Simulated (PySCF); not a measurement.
# C4H7OSi (doublet): what the fields show

```xyz
13

C     3.2268    0.1452    0.7100
C     2.0607   -0.1281    0.8063
Si    0.2572   -0.5544    0.9704
O    -0.0825   -1.9985    0.2867
C    -0.6837    0.8237    0.1614
C    -1.9172    0.6440   -0.6333
H     4.2483    0.3847    0.6249
H    -0.0763   -0.8450    2.3651
H     0.0890   -2.1637   -0.6360
H    -0.3892    1.8506    0.3229
H    -1.7950    1.0594   -1.6389
H    -2.1900   -0.4051   -0.7189
H    -2.7525    1.1876   -0.1813
```

Geometry: GFN2-xTB.

All numbers below come from UKS B3LYP, pcH-1 on C H O Si, non-relativistic, mean-field spin-orbit, GIAO (PySCF).

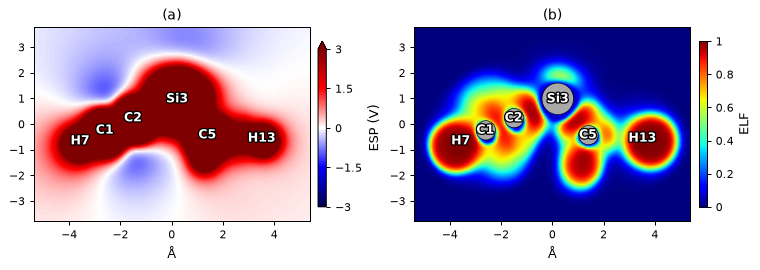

Figure 1. (a) molecular electrostatic potential; (b) electron localisation function on the plane of atoms C2, Si3 and C5. Grey discs cover the atomic cores in the ELF map.

Question: Describe what can be read from this map.

Answer: The plane passes through C, Si and H nuclei. C–C (1.20 Å): the ELF peaks at about 0.85 between the atoms (a short, multiple covalent bond). C–Si (1.85 Å): the ELF peaks at about 0.95 between the atoms (a covalent bond). C–H (1.05 Å): the ELF climbs to about 1 towards the hydrogen, as it does in any bond to H; a covalent bond by its length. Outside the dense part of the molecule the potential is most negative (−1.0 V) near C2.

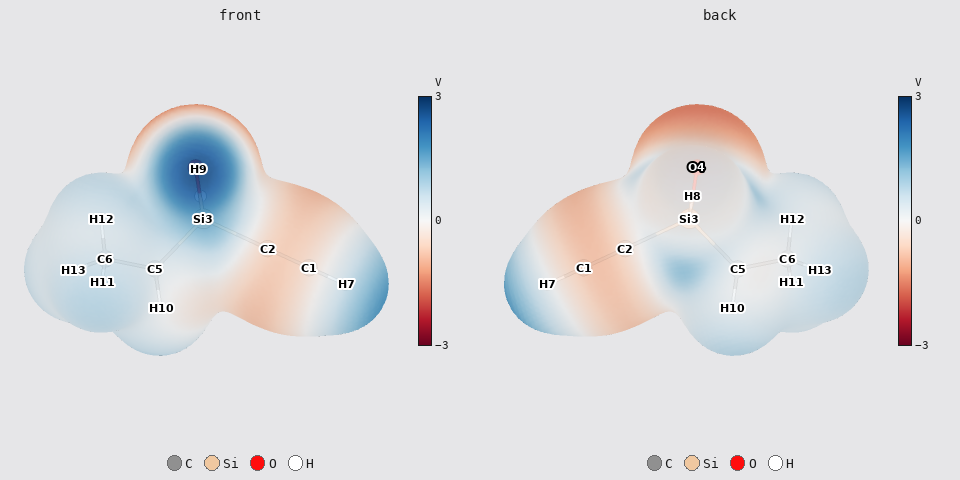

Figure 2. The molecular electrostatic potential painted on the density surface at 0.002 e/bohr³, seen from the front and from behind; red is negative and blue positive.

Question: Describe the electrostatic potential map.

Answer: The most negative region (about −1.5 V) lies over O4, the most positive (about +2.6 V) over H9. O4 is the likeliest acceptor of a hydrogen bond.
